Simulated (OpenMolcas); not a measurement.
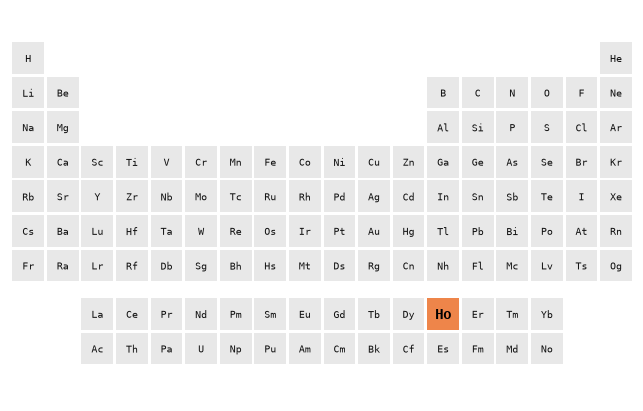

Figure 1. The place of holmium in the periodic table.

## Run report: Ho²⁺, multiconfigurational calculation

- system: Ho²⁺.
- method: state-averaged CASSCF, active space 11 electrons in the shell 4f, basis ANO-RCC-VTZP, DKH2 scalar Hamiltonian, spin-orbit coupling by RASSI with atomic mean-field integrals (OpenMolcas)

Input file:
```
&GATEWAY
Coord
1

Ho 0.0 0.0 0.0
Basis=ANO-RCC-VTZP
Group=XYZ
NoMove
AngMom=0.0 0.0 0.0
AMFI
&SEWARD
&RASSCF
FileOrb=start.orb
Symmetry=2
Spin=5
nActEl=11 0 0
Inactive=15 12
Ras2=0 7
CIRoot=35 35 1
SDav=35
CIMx=300
Iter=72 100
PrWF=0.3
OrbListing=Nothing
MaxOrb=0
Atom
>>> COPY $Project.JobIph JOB001
```

The file start.orb holds starting orbitals from an earlier step.

Run as:
```bash
OMP_NUM_THREADS=1 MOLCAS_MEM=2252 MOLCAS_PROJECT=a pymolcas a.inp > a.log  # once for each step of the input, in one work folder
```

Output (extracts):
```
--- SEWARD ---
Basis set label: HO.ANO-RCC...8S7P5D3F2G1H.

      Electronic valence basis set:
      ------------------
      Associated Effective Charge  67.000000 au
      Associated Actual Charge     67.000000 au
      Nuclear Model: Point charge

      Shell  nPrim  nBasis  Cartesian Spherical Contaminant
         s      25       8        X
         p      22       7        X
         d      15       5                 X
         f      11       3                 X
         g       4       2                 X
         h       2       1                 X
                  Relativistic Douglas-Kroll-Hess integrals:
                    - DKH order of Hamiltonian: 2
                    - DKH order of Properties : 0
                  Atomic mean-field integrals
--- RASSCF ---

 Nr of active orbitals     NAC=   7
 Spin degeneracy         ISPIN=   5
 There can be no such wave function.
 ************************************************
--- Stop Module: rasscf at  /rc=_RC_INPUT_ERROR_ ---
.####################.
.# User input error #.
.####################.
```

Outcome:

- outcome: refused by the program
- hardware: 1 thread of Arm Neoverse V2, 24 GiB of memory available, shared host

Diagnosis:

The input is odd on purpose: wrong spin. The program refused the input; the driver noted: RASSCF spin 4: _RC_INPUT_ERROR_.
